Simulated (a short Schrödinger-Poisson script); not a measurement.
Stack: MOS inversion layer, Al2O3 on p-type Si(111), at 300 K.

```csv
layer,material,thickness (nm),Na (cm⁻³)
1,Al2O3,2.9,-
2,Si,410,2.8e17
```

Constants are typed, rounded textbook-type inputs, not results; the design itself was drawn at random and stands for no fabricated device. Al2O3: permittivity 9, conduction-band edge (eV) 2.7, gap (eV) 6.8, electron mass (mₑ) 0.3. Si: permittivity 11.7, conduction-band edge (eV) 0, gap (eV) 1.124, Nv at 300 K (cm⁻³) 3.1e19.

Channel valleys (confinement mass, in-plane density-of-states mass, number): Δ6 0.258, 0.358, 6. At the gate the conduction-band edge of layer 1 lies 3.03 eV − eVg above the Fermi level of the channel; the field vanishes at the back. Gaps are held at their typed values at every temperature. Mesh 0.03 nm at interfaces.

Solved with a short Schrödinger-Poisson script written for these runs: 1D Poisson equation in equilibrium, electrons quantum, Hartree (BenDaniel-Duke, 12 states a valley, the channel's in-plane mass for all, wave functions free to enter the dielectric), parabolic valleys, classical holes, full ionisation, no traps, pinning or gate leakage.

Only gate voltages with over 1e8 electrons/cm² are shown.

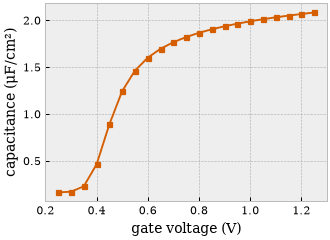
Fig. 1. Quasi-static capacitance against gate voltage

| Vg (V) | electrons (cm⁻²) | C (μF/cm²) | Δ6 E0 (meV) | Δ6 E1 (meV) |
|---|---|---|---|---|
| 0.25 | 4.85e8 | 0.163 | 280.0 | 357.7 |
| 0.3 | 2.75e9 | 0.170 | 235.0 | 314.3 |
| 0.35 | 1.52e10 | 0.228 | 190.6 | 271.6 |
| 0.4 | 7.38e10 | 0.462 | 149.7 | 232.5 |
| 0.45 | 2.52e11 | 0.890 | 117.9 | 202.6 |
| 0.5 | 5.69e11 | 1.24 | 96.5 | 183.6 |
| 0.55 | 9.84e11 | 1.46 | 82.0 | 171.7 |
| 0.6 | 1.46e12 | 1.60 | 71.6 | 163.8 |
| 0.65 | 1.97e12 | 1.70 | 63.4 | 158.3 |
| 0.7 | 2.51e12 | 1.77 | 56.8 | 154.2 |
| 0.75 | 3.06e12 | 1.82 | 51.3 | 151.1 |
| 0.8 | 3.64e12 | 1.87 | 46.4 | 148.7 |
| 0.85 | 4.23e12 | 1.90 | 42.2 | 146.8 |
| 0.9 | 4.83e12 | 1.94 | 38.4 | 145.3 |
| 0.95 | 5.43e12 | 1.96 | 34.9 | 144.1 |
| 1 | 6.05e12 | 1.99 | 31.8 | 143.1 |
| 1.05 | 6.68e12 | 2.01 | 28.8 | 142.4 |
| 1.1 | 7.31e12 | 2.03 | 26.1 | 141.7 |
| 1.15 | 7.94e12 | 2.05 | 23.6 | 141.3 |
| 1.2 | 8.59e12 | 2.07 | 21.1 | 140.9 |
| 1.25 | 9.24e12 | 2.08 | 18.9 | 140.6 |

Subbands count from the Fermi level.
